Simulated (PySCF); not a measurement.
**C5H4F2O (SMILES CO/C(F)=C1C=C\1F): density, localisation and related maps**

The calculation's input:

```
{"job": {"kind": "uv", "xc": "PBE0", "basis": "def2-SVPD", "nstates": 6, "ntriplets": 2}, "charge": 0, "multiplicity": 1}
C     -2.277790     0.098355     0.298819
O     -1.191241     0.340415    -0.588372
C     -0.113746    -0.449401    -0.409334
F     -0.390796    -1.793039    -0.451681
C      1.114249    -0.048670    -0.190450
C      2.149025     1.009229    -0.075135
C      2.539262    -0.244612    -0.082475
F      3.509943    -1.114368    -0.032235
H     -3.071913     0.771158    -0.015608
H     -1.991709     0.315956     1.332303
H     -2.620270    -0.936823     0.225783
H      2.346184     2.051112    -0.037641
```

Run with:

```sh
OMP_NUM_THREADS=1 python probes_run.py task.json out
```

Geometry: GFN2-xTB.

The calculation used PBE0/def2-SVPD, SCF density, gas phase in PySCF 2.14.0.

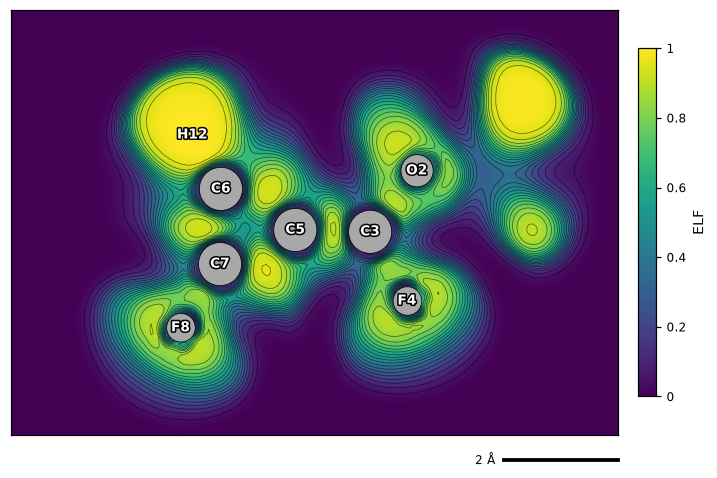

Figure 1. Electron localisation function on the plane of atoms C5, C6 and H12. Grey discs cover the atomic cores.

Q: What do the fields say about this system?

A: The section cuts through O, C, F and H sites.
C–F (1.30 Å): the ELF peaks at about 0.85 between the atoms, as expected for a polar covalent bond.
C–C (1.31 Å): the ELF peaks at about 0.90 between the atoms (a multiple bond).
C–O (1.35 Å): the ELF peaks at about 0.90 between the atoms, as expected for a polar covalent bond.
C–H (1.06 Å): the ELF climbs to about 1 towards the hydrogen, as it does in any bond to H: an ordinary covalent bond to hydrogen.
C–F (1.37 Å): the ELF peaks at about 0.85 between the atoms, as expected for a polar covalent bond.
The ELF also peaks beside F8, F4 and O2, away from the bonds: lone-pair regions.

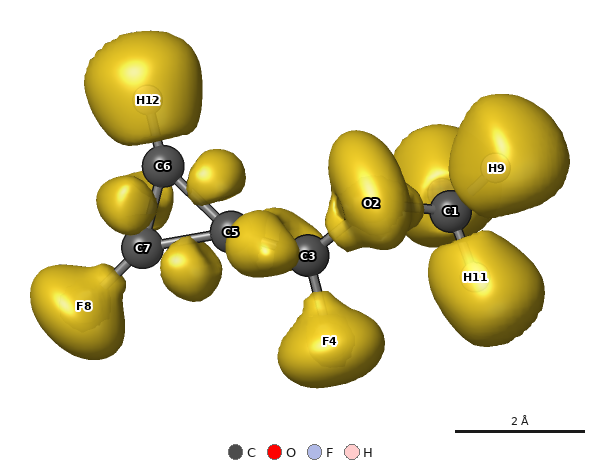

Figure 2. Isosurface of the electron localisation function at 0.75 (yellow), seen across its widest extent. Only the valence region is drawn (cores and ρ < 0.01 e/Å³ removed).

Q: Identify the bonds, lone pairs and shells in this picture.

A: The surface consists of four regions between bonded C–C atoms (shared pairs), four regions around hydrogen nuclei, two regions on F in which the atom's valence shell and bonds are merged and one region on O in which the atom's valence shell and bonds are merged.

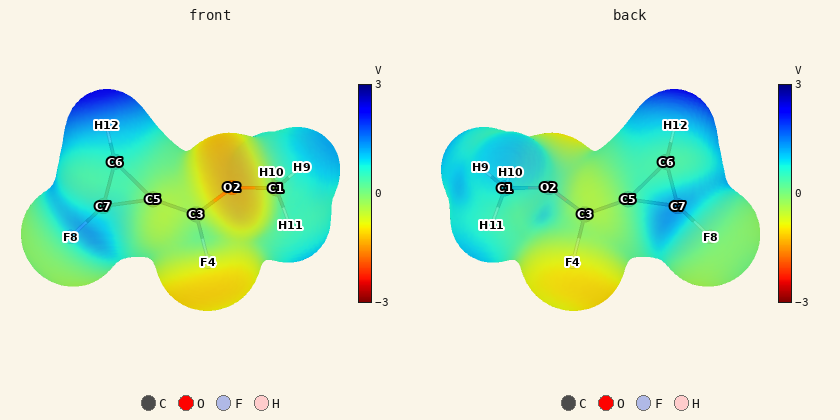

Figure 3. The electrostatic potential painted on the density surface at 0.004 e/bohr³, seen from the front and from behind; the colour scale runs from red (negative) to blue (positive).

Q: Describe the electrostatic potential map.

A: The most negative region (about −1.4 V) lies over O2, the most positive (about +2.3 V) over H12. O2 is the likeliest acceptor of a hydrogen bond.

Q: How polar is the molecule by this calculation?

A: Its dipole moment is 2.39 D.

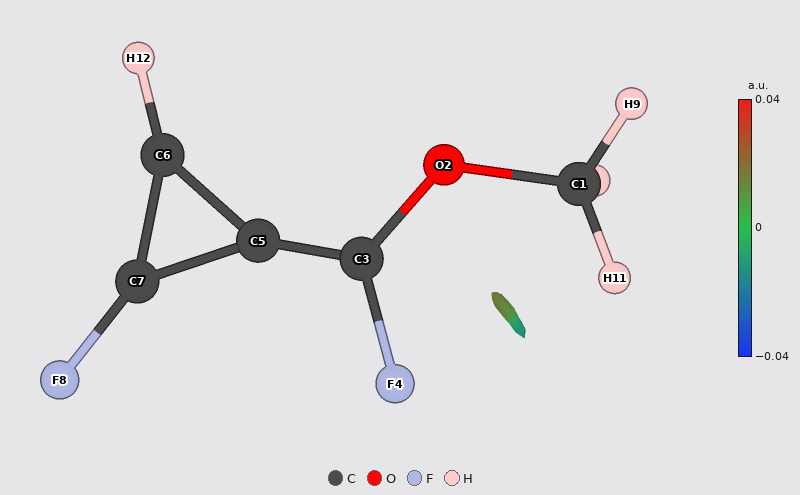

Figure 4. Non-covalent interaction (NCI) plot: the surface where the reduced density gradient is 0.5, for densities under 0.05 a.u., coloured by sign(λ₂)ρ; seen at a tilt.

Q: Identify the weak interactions.

A: Between H11 and C1 on one side and F4 and C3 on the other: a weak contact (green).
